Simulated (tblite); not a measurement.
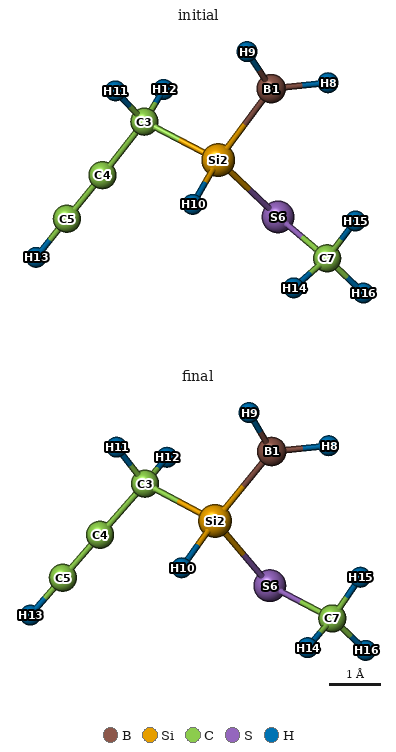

The structure of C$_{4}$H$_{9}$BSSi before (top) and after (bottom) a relaxation, at one scale.

The picture is a ball-and-stick view, seen at a tilt.

Theory: tblite, GFN2-xTB geometry optimisation, gas phase. 

Question: Describe what moved and what it gained.

Answer: After 85 geometry steps the energy has fallen by 4.11 kcal/mol. H14 moves most after the best rigid fit: 0.29 Å. By element the largest moves are H 0.29 Å, S 0.26 Å, B 0.13 Å, Si 0.13 Å, C 0.10 Å. Among the contacts that change: Si2–C3 1.883 → 1.926 Å, Si2–S6 2.146 → 2.173 Å, C3–C4 1.465 → 1.440 Å, B1–Si2 1.938 → 1.956 Å. Bond angles that change, for instance: B1–Si2–H10 109.1° → 116.5°, C3–Si2–S6 110.0° → 103.4°, S6–Si2–H10 110.1° → 104.5°. Cost: 1 s on 1 thread of Arm Neoverse N1, with other jobs on the host.
